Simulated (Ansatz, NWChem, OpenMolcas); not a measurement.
# Swapping H for OH on B: the HOMO–LUMO gap

Gas-phase molecules. On one B centre, n of the H ligands are replaced by OH. The HOMO–LUMO gap y in eV at B3LYP/6-31G* (spherical functions). Shapes: PBE0-D4/def2-TZVP. Flexible molecules stand in one conformer, not always the lowest. Programs: Ansatz 0.2.0, NWChem 7.3.0, OpenMolcas 26.06. A level may come from different programs for different species; with the same settings they agree closely.

| molecule | n | y (eV) |
| --- | --- | --- |
| BH3 | 0 | 7.78 |
| BH2(OH) | 1 | ? |
| BH(OH)2 | 2 | 9.98 |
| B(OH)3 | 3 | 10.25 |

Problem. Fit y = c + s·n to the known rows and predict BH2(OH).

Solution. 
1. Means of the 3 rows: n = 1.66667, y = 9.337.
2. Σ(Δn)² = 4.6667, Σ(Δn·Δy) = 4.0267, so the slope is 4.0267/4.6667 = 0.86286.
3. Intercept: 9.337 − (0.86286) × 1.66667 = 7.899. The largest residual of the fit is 0.36.
4. BH2(OH): 7.899 + (0.86286) × 1 = 8.76 eV.

The run gave 8.37 eV, so the prediction is off by +0.39 eV, about the largest residual. The steps per swap are uneven (+0.59, +1.61, +0.27), so a line is a poor model. Other levels give for BH2(OH): HF/3-21G 16.32 eV. Orbital gaps aren't excitation energies, and the LUMO depends on the basis.

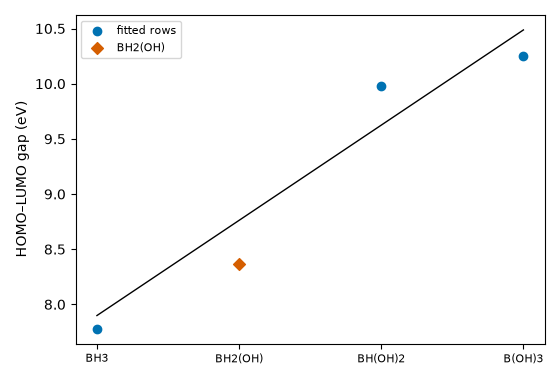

The fitted line, with the withheld member.
